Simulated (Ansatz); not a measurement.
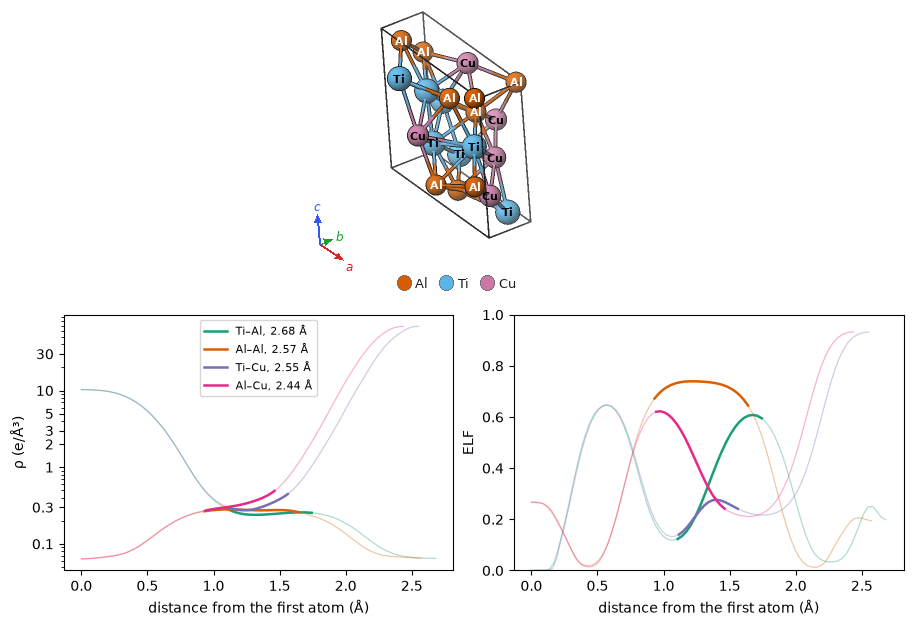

*Ti$_{7}$Al$_{8}$Cu$_{5}$. Valence electron density and ELF along straight lines between neighbouring atoms. Thin, pale parts lie inside the atomic spheres. The structure is drawn too.*

Space group P1; a generated structure, not necessarily the stable one; computed without spin polarisation.

These are results of DFT PBE, scalar-relativistic, plane waves, PAW in Ansatz 0.2.0, not measurements.

Core electrons are frozen (PAW), and the valence fields are smoothed inside the atomic spheres.

Question: What can be read from the curves?

Answer: Ti–Al (2.68 Å): the density is about 0.24 e/Å³ at the midpoint; the ELF is about 0.35 at the midpoint.
Al–Al (2.57 Å): ρ at the midpoint is about 0.28 e/Å³; the ELF peaks at about 0.75 between the atoms.
Ti–Cu (2.55 Å): ρ at the midpoint is about 0.28 e/Å³; the ELF is about 0.25 at the midpoint (no localised pair shows between them).
Al–Cu (2.44 Å): ρ is about 0.33 e/Å³ halfway; the ELF peaks at about 0.60 between the atoms.
